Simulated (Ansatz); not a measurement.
# Run report: Ge₄Si, single-point calculation

- system: Ge₄Si (slab, 5 atoms in the cell)
- method: DFT, PBE, plane waves, PAW, PAW set soft_1, no spin polarisation (Ansatz 0.2.0)

The structure derives from an entry of the Crystallography Open Database. Figures and captions count atoms from 1; the log counts them from 0 in places.

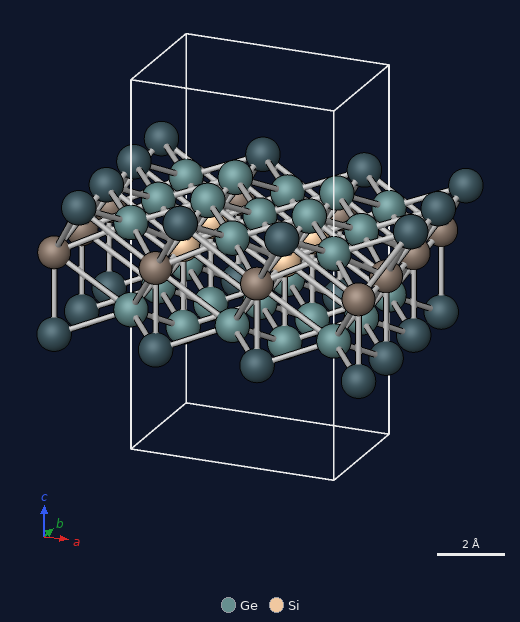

The input geometry (ball-and-stick view of the 2 × 2 repeat of the cell, with the vacuum cut short, seen slightly off an axis; neighbours outside the cell are drawn fainter). An atom can appear more than once, as a periodic image.

### Summary

| quantity | value |
| --- | --- |
| outcome | converged |
| electrons treated | 60 |
| free energy | −17812.8697 eV |
| Fermi energy | 0.914 eV |
| gap on the k-point mesh | none (metallic) |
| largest force (length of the vector) | 0.718 eV/Å |
| hardware | 2 threads of Arm Neoverse N1, 98 GiB of memory available, shared host |
| wall time | 20 s (CPU time 40 s) |
| peak memory | 0.53 GiB |

### Remarks

Settings chosen away from the usual ones: kpoints.mp_grid.grid set to [14, 14, 1] (from [9, 9, 1]); basis.ecutwfc removed.

### Input
```yaml
crystal:
  lattice:
    - [4.0740542171, 0.0, 0.0]
    - [-2.0370271085, 3.5282344484, 0.0]
    - [0.0, 0.0, 19.7403205846]
  atoms:
    - { symbol: Ge, position: [0.3333333333, 0.6666666667, 0.2026309544] }
    - { symbol: Ge, position: [0.0, 0.0, 0.24475858] }
    - { symbol: Ge, position: [0.0, 0.0, 0.3792011874] }
    - { symbol: Ge, position: [0.6666666667, 0.3333333333, 0.4174360061] }
    - { symbol: Si, position: [1.3333333333, 0.6666666667, 0.3288185166] }
kpoints:
  mp_grid: { grid: [14, 14, 1] }
hamiltonian:
  xc: pbe
  pseudopotentials: { kind: paw, azcp: { folder: soft_1 } }
scf:
  occupations: { method: gaussian, width: 0.1 }
output:
  forces: true
  eigenvalues: true
efield:
  axis: 3
  dipole_correction: true
  ramp_width: 0.04
```

Command:
```bash
ansatz run input.yaml --threads 2 --pin off --max-ram 6144MiB --backend cpu --events-out ev --progress --plain --runs-dir out
```

### Log
```
Engine: ansatz 0.2.0, aarch64-unknown-linux-gnu
Pseudopotentials: kind: paw
Pseudopotential: Ge, paw, valence charge 14, recommended cutoff 420 eV (normal), [file]
Pseudopotential: Si, paw, valence charge 4, recommended cutoff 420 eV (normal), [file]
Functional definition: PBE
  parameter kappa = 0.804
  parameter beta = 0.06672455060314922
  exchange = pbe_x(kappa = kappa, mu = beta*pi^2/3)
  correlation = pbe_c(beta = beta)
Crystal: 5 atoms, lattice volume = 283.752 Å³
Basis set: ecut = 420 eV, 5537 PW (Γ), exchange–correlation on 60×60×270 points (8 copies of the dense FFT grid, shifted against one another)
Bands: 36, of which v1, the nominal top of the filled ones, is band 30 counted from 1 (29 counted from 0)
Symmetry: 6 space group operations
Space group: P3m1 (ITA 156), of the structure as read, at distance tolerance 6.6e-5 Å
k-points: 24 of 196 (time reversal used)
Non-local potential: Ge, projectors of the file, l = 0: 2, l = 1: 2, l = 2: 3, l = 3: 1
Non-local potential: Si, projectors of the file, l = 0: 2, l = 1: 2, l = 2: 1
PAW form: soft (Blöchl's): semilocal exchange-correlation on the pseudo side does not see the compensation charge
PAW one-centre angular grid: Ge, 590 points (default); XC on 64 Gauss nodes
PAW one-centre angular grid: Si, 110 points (default); XC on 64 Gauss nodes
Initial density: superposition of atomic densities (neutral atoms: chi_scale 0, normalization atom)
Initial wavefunctions: pseudopotential atomic-orbital guess
Functional: x = pbe(κ = 0.804, μ = 0.2195149727645171), c = pbe(β = 0.06672455060314922)
SCF iter   1: F=—  HF=-17813.235439 eV  |F-HF|=—  |Δ(HF+E_count)|=         —  Δρ=1.64e-2  dr2=2.02e0  ethr=3.10e-3  p=0.000 e·Å  D=1.84e-6 V/Å  ΔV_dip=-0.00 eV  dr2_dipole=3.69e-3  V_vac-E_F(+/−)=5.71/5.71 eV  ⟨swp⟩=8.0  Hψ=3868  notcnv=0
efield: sawtooth ramp at fractional position 0.7900 (placed from the atoms, in the widest stretch of the axis that holds none; the zero of the levels goes with the place), width 0.0400; the density the first Hamiltonian is built on has a dipole p = 0.000 e·Å; the dipole correction subtracts the counter field D = 1.84e-6 V/Å, which shifts the + side's vacuum level by -0.00 eV against the − side's; the planar-averaged density in the ramp window peaks in size at 1.3e-6 e/Å³
preconditioner: auto → LDOS  [insulator: Δε(μ)=0.227 eV  Ē_g=20.763 eV  σ=0.100 eV  W_gap=0.85  n_scr=54 (ndim 8)  ℏωp=17.1 eV  f_vac=0.601  D(μ)=0.58/eV (n_scr^D=2)  ε∞_Penn≈1.7  β→1.0]
SCF iter   2: F=—  HF=-17813.904819 eV  |F-HF|=—  |Δ(HF+E_count)|=   6.69e-1  Δρ=1.67e-2  dr2=6.88e0  ethr=3.10e-3  p=0.041 e·Å  D=2.58e-2 V/Å  ΔV_dip=-0.51 eV  dr2_dipole=8.89e-2  V_vac-E_F(+/−)=2.15/2.66 eV  ⟨swp⟩=5.1  Hψ=2224  notcnv=0  defer=32  recentre
SCF iter   3: F=—  HF=-17812.957424 eV  |F-HF|=—  |Δ(HF+E_count)|=   9.47e-1  Δρ=7.14e-3  dr2=5.56e-1  ethr=3.10e-3  p=0.004 e·Å  D=2.47e-3 V/Å  ΔV_dip=-0.05 eV  dr2_dipole=2.45e-3  V_vac-E_F(+/−)=4.76/4.81 eV  ⟨swp⟩=5.2  Hψ=2572  notcnv=0  defer=29
SCF iter   4: F=—  HF=-17812.871821 eV  |F-HF|=—  |Δ(HF+E_count)|=   8.56e-2  Δρ=1.03e-3  dr2=2.17e-2  ethr=9.27e-4  p=0.008 e·Å  D=5.37e-3 V/Å  ΔV_dip=-0.11 eV  dr2_dipole=6.42e-3  V_vac-E_F(+/−)=3.92/4.02 eV  ⟨swp⟩=3.0  Hψ=1200  notcnv=0  defer=29
SCF iter   5: F=—  HF=-17812.869920 eV  |F-HF|=—  |Δ(HF+E_count)|=   1.90e-3  Δρ=4.22e-4  dr2=3.93e-3  ethr=3.62e-5  p=-0.000 e·Å  D=-2.45e-4 V/Å  ΔV_dip=0.00 eV  dr2_dipole=1.35e-3  V_vac-E_F(+/−)=3.89/3.88 eV  ⟨swp⟩=2.2  Hψ=1086  notcnv=0  defer=29
SCF iter   6: F=—  HF=-17812.869706 eV  |F-HF|=—  |Δ(HF+E_count)|=   2.14e-4  Δρ=1.64e-4  dr2=1.31e-4  ethr=6.55e-6  p=0.004 e·Å  D=2.64e-3 V/Å  ΔV_dip=-0.05 eV  dr2_dipole=2.24e-5  V_vac-E_F(+/−)=3.84/3.89 eV  ⟨swp⟩=2.0  Hψ=954  notcnv=0  defer=29
SCF iter   7: F=—  HF=-17812.869688 eV  |F-HF|=—  |Δ(HF+E_count)|=   1.80e-5  Δρ=5.54e-5  dr2=9.42e-6  ethr=2.19e-7  p=0.003 e·Å  D=1.67e-3 V/Å  ΔV_dip=-0.03 eV  dr2_dipole=3.57e-7  V_vac-E_F(+/−)=3.85/3.88 eV  ⟨swp⟩=3.0  Hψ=1684  notcnv=0  defer=29
SCF iter   8: F=—  HF=-17812.869743 eV  |F-HF|=—  |Δ(HF+E_count)|=   5.54e-5  Δρ=1.48e-5  dr2=6.61e-7  ethr=1.57e-8  p=0.003 e·Å  D=1.64e-3 V/Å  ΔV_dip=-0.03 eV  dr2_dipole=2.51e-8  V_vac-E_F(+/−)=3.85/3.88 eV  ⟨swp⟩=2.7  Hψ=1497  notcnv=0  defer=29
SCF iter   9: F=-17812.869744 eV  HF=-17812.869744 eV  |F-HF|=6.16e-8  |Δ(HF+E_count)|=   7.68e-7  Δρ=3.16e-6  dr2=2.96e-8  ethr=1.67e-10  p=0.003 e·Å  D=1.60e-3 V/Å  ΔV_dip=-0.03 eV  dr2_dipole=1.20e-10  V_vac-E_F(+/−)=3.85/3.88 eV  ⟨swp⟩=15.6  Hψ=4499  notcnv=0
SCF 1 converged in 9 iterations: F = -17812.869744 eV  dr2 = 2.96e-8
  greatest PAW one-centre occupation: 0.998 electrons in one spin orbital (limit 2), on the Ge atom at site 3 (counted from 0), in its partial waves of l = 2
SCF converged after 9 iterations
Free energy (F): -17812.869744 eV
Harris-Foulkes:  -17812.869744 eV  (|F-HF|=6.16e-8)
Internal energy: -17812.866728 eV  (E = F + TS)
E sigma→0 (E₀):  -17812.868236 eV
Entropy (-TS):   -0.003016 eV (-0.603 meV/atom)
Fermi energy:    0.914185 eV
Dipole field:    D = 0.001589 V/Å  (p = 0.002492 e·Å, saw-weighted, corrected)
Work function:   Φ+ = 3.8492 eV   Φ− = 3.8805 eV
Levels:          The Fermi level and band energies are counted from a zero that moves with the ramp; work functions are not
--- Per-component energies (eV) ---
  E_band       = -1057.453665
  E_kinetic    = 414.855385
  E_local      = -44402.821369  (includes V_loc(G=0)·N_el)
  E_nonlocal   = 886.269956
  E_hartree    = 21752.024923
  E_xc         = -346.521246
  E_vxc        = -311.991672  (∫ρ·V_xc dr)
  E_paw        = -8553.634109  (= ΣΔE_a)
  E_vpaw       = -1147.820918  (= ΣTr[D̂ρ^β])
  E_aug_tail   = 0.000111  (compensation charges beyond the density's cutoff)
  E_efield     = 0.000002  (sawtooth field / dipole correction)
  E_vefield    = -0.004062  (∫n·V_field dr)
  E_ewald      = 12436.959621
  E_smearing   = -0.003016  (= −TS)
  E_closure    = -0.000000  (closes the sum)
  Σ components = -17812.869744   (vs F -17812.869744, Δ=0.00e0)
--- Forces (eV/Å), atoms counted from 1 ---
  atom   1  Ge    -0.00000000     0.00000000    -0.71751733
  atom   2  Ge    -0.00000000    -0.00000000     0.12451513
  atom   3  Ge     0.00000000     0.00000000    -0.19372188
  atom   4  Ge     0.00000000     0.00000000     0.62690182
  atom   5  Si     0.00000000     0.00000000     0.15977118
  max |Σ_I F_I| component: 5.11e-5 eV/Å
--- Band table (eV; the first three rows and the last of 24) ---
  k-point 0: bands = ["-24.1903", "-24.1903", "-24.1509", "-24.1459", "-24.1459", "-24.1206", "-24.1206", "-24.0978", "-24.0978", "-24.0355", "-23.9984", "-23.9473", "-23.9473", "-23.9351", "-23.9351", "-23.8166", "-23.7701", "-23.7701", "-23.7616", "-23.7616", "-12.9394", "-11.0058", "-6.5262", "-2.7253", "-2.2175", "-1.8240", "-1.8240", "-0.5592", "-0.5592", "0.2645", "0.6445", "0.6445", "1.4610", "1.6828", "3.4862", "3.4862"]
  k-point 1: bands = ["-24.1923", "-24.1919", "-24.1520", "-24.1460", "-24.1449", "-24.1186", "-24.1185", "-24.0965", "-24.0958", "-24.0376", "-23.9981", "-23.9531", "-23.9522", "-23.9300", "-23.9300", "-23.8161", "-23.7726", "-23.7726", "-23.7598", "-23.7590", "-12.8815", "-10.9513", "-6.4886", "-3.2571", "-2.7347", "-2.0616", "-1.5173", "-0.6954", "-0.5430", "0.0582", "0.8102", "1.1427", "1.4784", "2.3205", "3.3843", "3.6784"]
  k-point 2: bands = ["-24.1971", "-24.1953", "-24.1543", "-24.1468", "-24.1431", "-24.1138", "-24.1137", "-24.0928", "-24.0903", "-24.0438", "-23.9974", "-23.9624", "-23.9577", "-23.9231", "-23.9223", "-23.8148", "-23.7769", "-23.7768", "-23.7576", "-23.7546", "-12.7081", "-10.7888", "-6.3919", "-4.4383", "-3.1825", "-2.5201", "-1.9876", "-0.8534", "-0.7103", "0.3203", "1.3302", "1.4411", "2.1276", "3.0361", "3.4118", "4.1188"]
  k-point 23: bands = ["-24.2370", "-24.1803", "-24.1638", "-24.1531", "-24.1282", "-24.0968", "-24.0917", "-24.0890", "-24.0594", "-24.0552", "-24.0146", "-24.0017", "-23.9428", "-23.9366", "-23.8810", "-23.7943", "-23.7924", "-23.7877", "-23.7793", "-23.7289", "-9.9624", "-9.3201", "-8.5677", "-7.6780", "-6.8566", "-4.0347", "-2.7863", "-2.3967", "-1.2898", "1.2060", "2.2592", "2.7468", "3.2604", "4.4085", "4.6542", "4.9354"]
```

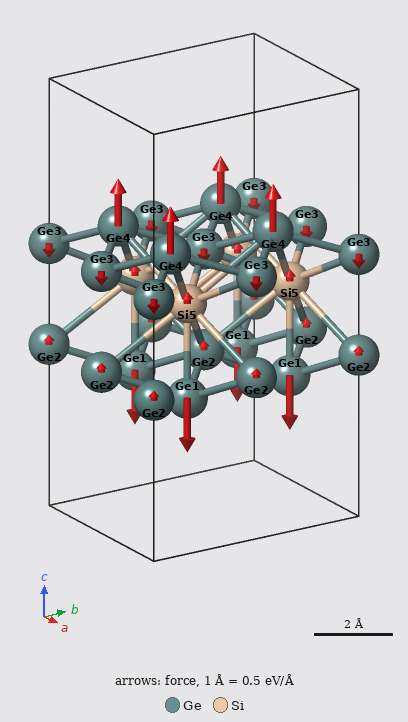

Forces on the atoms as red arrows (ball-and-stick view of the 2 × 2 repeat of the cell, with the vacuum cut short, seen slightly off an axis; atoms are numbered from 1 in the order of the input). The largest act on Ge1 (0.72 eV/Å); Ge4 (0.63 eV/Å). The geometry is not a stationary point of this energy.

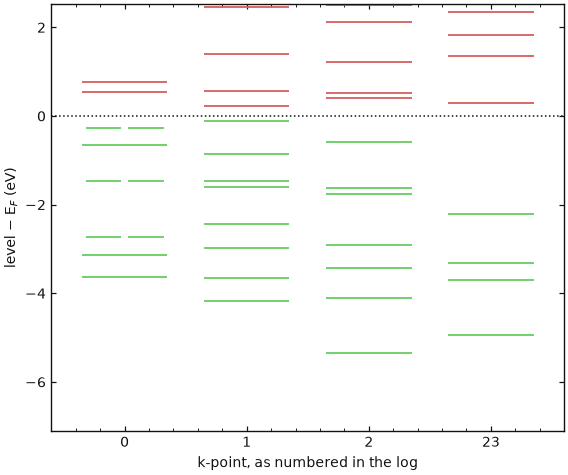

Kohn–Sham levels near the Fermi level (dotted) at the few k-points that the log prints; levels within 0.02 eV of each other stand side by side. The system is metallic on the full mesh.
